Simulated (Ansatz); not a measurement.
This input was run:

```
crystal:
  lattice:
    - [5.4313155564, 0.0, 0.0]
    - [0.0, 5.4313155564, 0.0]
    - [0.0, 0.0, 25.746880091]
  atoms:
    - { symbol: Ir, position: [0.25, 0.25, 0.3107172586] }
    - { symbol: Ir, position: [0.25, 0.75, 0.3107172586] }
    - { symbol: Ir, position: [0.75, 0.25, 0.3107172586] }
    - { symbol: Ir, position: [0.75, 0.75, 0.3107172586] }
    - { symbol: Ir, position: [0.5, 0.5, 0.3852995001] }
    - { symbol: Ir, position: [0.5, 0.0, 0.3852995001] }
    - { symbol: Ir, position: [0.0, 0.5, 0.3852995001] }
    - { symbol: Ir, position: [0.0, 0.0, 0.3852995001] }
    - { symbol: Ir, position: [0.7497750926, 0.750230806, 0.4594139619] }
    - { symbol: Ir, position: [0.7499070929, 0.2456946654, 0.4607150765] }
    - { symbol: Ir, position: [0.254310614, 0.7500870221, 0.4607166308] }
    - { symbol: Ir, position: [0.2498816219, 0.2501144658, 0.4613647339] }
    - { symbol: Ir, position: [0.0096009812, 0.0091129414, 0.5345530073] }
    - { symbol: Ir, position: [-0.0040949433, 0.504089675, 0.5319682211] }
    - { symbol: Ir, position: [0.5016657855, -0.0016646346, 0.5344578754] }
    - { symbol: Ir, position: [0.4908844184, 0.4903982362, 0.5345534445] }
basis:
  ecutwfc: 420
kpoints:
  mp_grid: { grid: [4, 4, 1] }
hamiltonian:
  xc: pbe
  dispersion: d3bj
scf:
  occupations: { method: gaussian, width: 0.1 }
output:
  forces: true
  eigenvalues: true
  write_density: true
  volumetric_format: npy
efield:
  axis: 3
  dipole_correction: true
  ramp_width: 0.04
```

Command:
```bash
ansatz run input.yaml --threads 4 --pin off --max-ram 10240MiB --backend cpu --events-out ev --progress --plain --runs-dir out
```

What does the potential across the slab give for the work function?

The work function is 5.59 eV, the same on both faces. The two vacuum levels agree, so the slab has no net dipole along its normal. The outermost atoms are 5.8 Å apart, which leaves 20.0 Å of vacuum in a cell 25.7 Å high.

The atoms aren't at rest in this cell (largest force 0.9 eV/Å), so the relaxed material can differ. Spin-orbit coupling is left out, which matters for Ir.

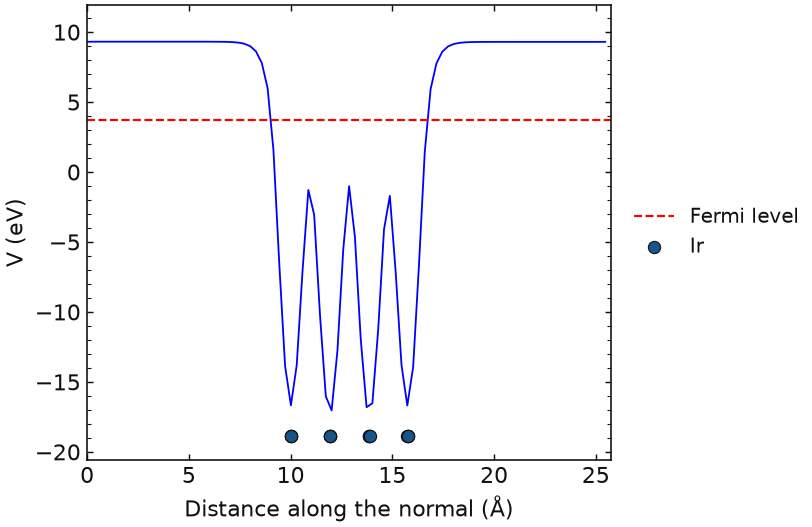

Plane-averaged electrostatic potential energy of an electron across the slab; circles at the bottom mark the heights of the atoms.
